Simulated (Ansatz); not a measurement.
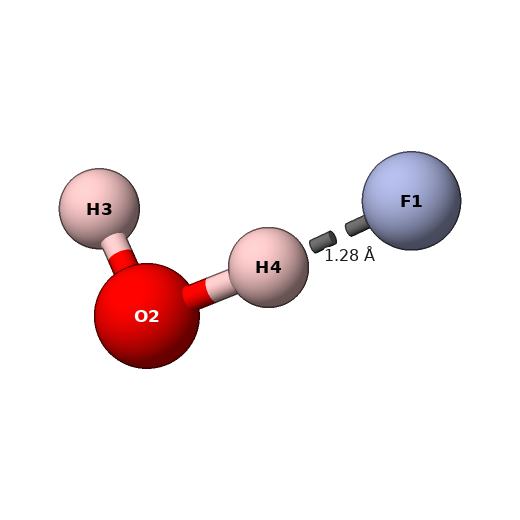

Two molecules or ions; the broken line marks their closest contact (measured against van der Waals radii). State: charge −1, singlet. Geometry: a pair of rigid molecules at a changed separation. Program: Ansatz 0.2.0.

Question: Which two species are they?

Answer: F and H2O (`O.[F-]`).

Give the counterpoise-corrected interaction energy (kJ/mol, monomers kept as in the pair) with RHF-CCSD(T) (frozen core)/def2-TZVPPD; ωB97M-V/def2-TZVPPD.

| level | interaction energy (kJ/mol) |
| --- | --- |
| RHF-CCSD(T) (frozen core)/def2-TZVPPD | −130.6 |
| ωB97M-V/def2-TZVPPD | −135.9 |
